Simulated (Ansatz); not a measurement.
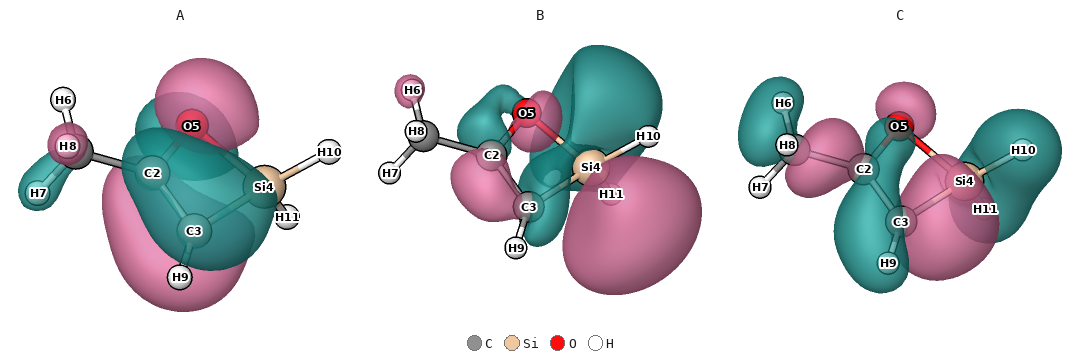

The picture shows: C3H6OSi (SMILES CC1=C[SiH2]O1). Three frontier orbitals at ±0.08 Å⁻³ᐟ² (teal and pink are the two phases), in no order.

Level of theory: Ansatz, RKS PBE/6-31G*.

The calculation's input:

```
crystal:
  periodic: [false, false, false]
  atoms:
    - { symbol: C, position_ang: [-1.6965, 0.6042, 0.1907] }
    - { symbol: C, position_ang: [-0.2843, 0.1347, -0.0899] }
    - { symbol: C, position_ang: [0.11156, -0.72072, -1.03498] }
    - { symbol: Si, position_ang: [1.87705, -0.54561, -0.44699] }
    - { symbol: O, position_ang: [0.8553, 0.4731, 0.49174] }
    - { symbol: H, position_ang: [-1.7453, 1.3876, 0.9985] }
    - { symbol: H, position_ang: [-2.1138, 1.1357, -0.7143] }
    - { symbol: H, position_ang: [-2.3549, -0.1745, 0.4348] }
    - { symbol: H, position_ang: [-0.40243, -1.3649, -1.80661] }
    - { symbol: H, position_ang: [2.4039, -1.64635, 0.29165] }
    - { symbol: H, position_ang: [2.68182, 0.28593, -1.35763] }
basis:
  gaussian: { orbitals: "6-31G*" }
hamiltonian:
  xc: pbe
relax:
  f_tol: 0.015
  max_steps: 40
output:
  orbitals: {}
```

Run with:

```sh
ansatz run input.yaml --threads 1 --pin off --max-ram 2048MiB --backend cpu --events-out ev --progress --plain --runs-dir out
```

The fields are those of the relaxed geometry.

### Order the three orbitals by energy and name them.

C is the HOMO−1 (−7.26 eV). It lies mainly on C3 (about 35 %), Si4 (about 25 %), C2 (about 10 %) and C1 (about 10 %). A is the HOMO (−5.10 eV). Its weight (Hirshfeld) is mainly on C3 (about 40 %), O5 (about 30 %) and C2 (about 15 %). B is the LUMO (−0.72 eV). It lies mainly on Si4 (about 60 %), O5 (about 10 %), C3 (about 10 %), H10 (about 5 %) and H11 (about 5 %).

### What is the HOMO–LUMO gap?

4.38 eV between the orbital energies.
